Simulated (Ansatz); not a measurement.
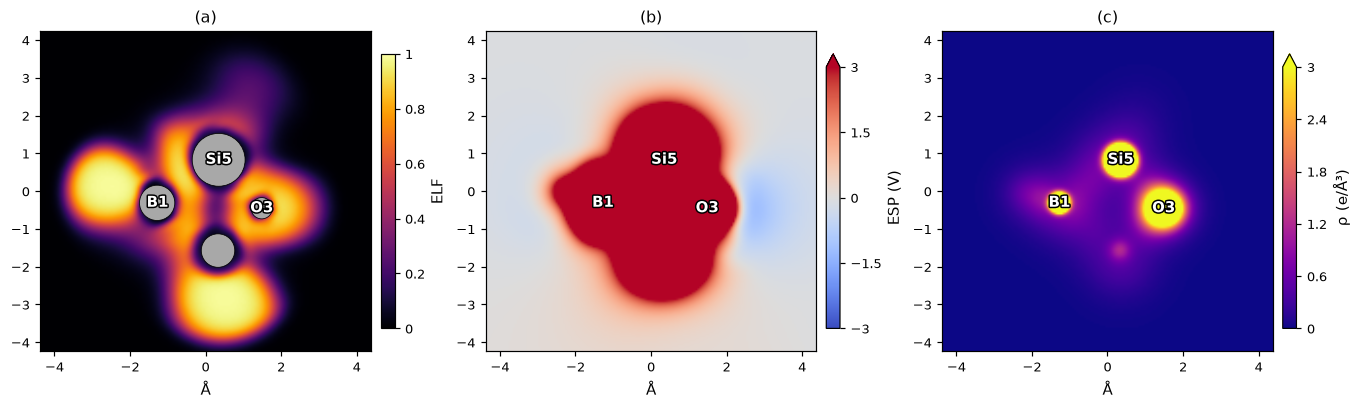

*BClH$_{2}$OSi$_{2}$. (a) ELF; (b) electrostatic potential; (c) electron density on the plane of atoms B1, Si5 and O3. Grey discs cover the atomic cores in the ELF map.*

Geometry: B3LYP/6-31G*.

Method: Ansatz, isolated molecule in a Gaussian basis; Kohn-Sham density functional theory, functional PBE0.

```yaml
atoms:
  - { symbol: B, position_ang: [-0.6486, -0.0700, 0.5843] }
  - { symbol: Cl, position_ang: [-1.9694, -1.3897, -2.4997] }
  - { symbol: O, position_ang: [-2.6261, 1.1666, -0.9129] }
  - { symbol: Si, position_ang: [-1.1214, 1.7525, -0.3850] }
  - { symbol: Si, position_ang: [-2.1676, -0.4625, -0.6352] }
  - { symbol: H, position_ang: [0.3419, -0.7325, 0.6170] }
  - { symbol: H, position_ang: [-1.0773, 0.3377, 1.6447] }
```

Read the bonding off the picture.

Atoms in the plane: B, O and Si. Si–O (1.72 Å): ρ at the midpoint is about 1 e/Å³; the ELF peaks at about 0.85 between the atoms; a shared but strongly polarised pair. Si–B (1.99 Å): ρ is about 0.72 e/Å³ halfway; the ELF peaks at about 0.90 between the atoms: a covalent bond. The ELF also peaks beside Si4 and O3, away from the bonds: lone-pair regions. Outside the dense part of the molecule the potential is most negative (−1.2 V) near O3.
